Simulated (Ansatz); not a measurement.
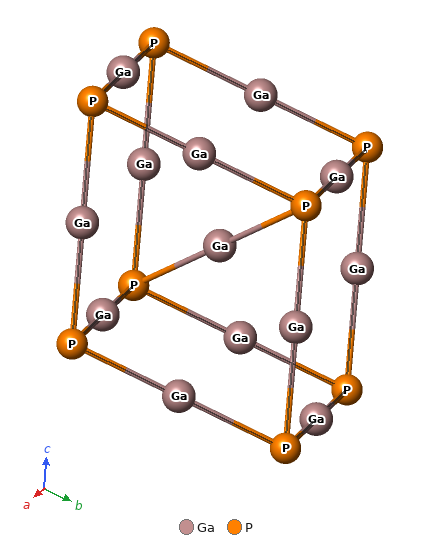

Ball-and-stick representation of a periodic structure, projected slightly off an axis. The simulation cell is outlined; an atom on or near a face, edge or corner is repeated at each equivalent position.

```yaml
crystal:
  lattice:
    - [-2.97576, 2.97576, 2.97576]
    - [2.97576, -2.97576, 2.97576]
    - [2.97576, 2.97576, -2.97576]
  atoms:
    - { symbol: Ga, position: [0.00000, 0.00000, 0.50000] }
    - { symbol: Ga, position: [0.50000, 0.00000, 0.00000] }
    - { symbol: Ga, position: [0.50000, 0.50000, 0.50000] }
    - { symbol: Ga, position: [0.00000, 0.50000, 0.00000] }
    - { symbol: P, position: [0.00000, 0.00000, 0.00000] }
```

The calculation used DFT PBE, scalar-relativistic, plane waves, PAW in Ansatz 0.2.0, with 420 eV cutoff, k-point mesh 10×10×10, Gaussian smearing of 0.1 eV, no spin polarisation.

How charged are the atoms, by the Bader scheme?

Ga +0.19 e; P -0.76 e.

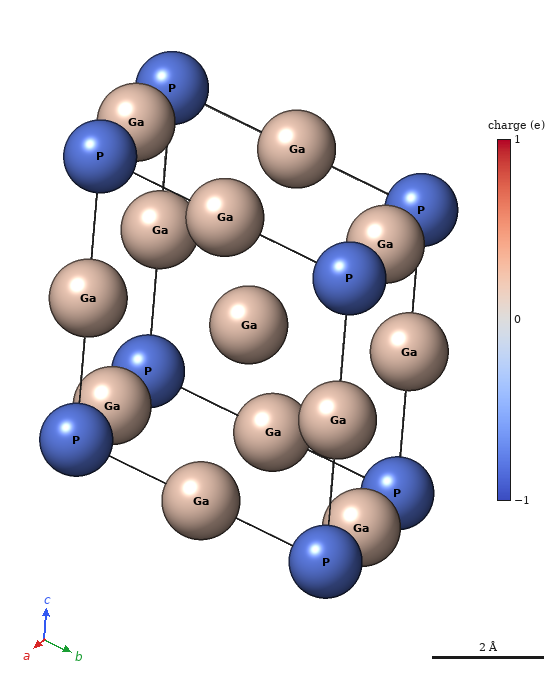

The atoms coloured by those charges.

The initial geometry was a structure type filled with these elements by a generator (whether the compound takes this form wasn't checked). Earlier steps of the study, as a rule a relaxation of our own, may have changed the cell and positions, so they can lie some per cent off the listed ones. Ansatz was used for an electronic-structure calculation on it.
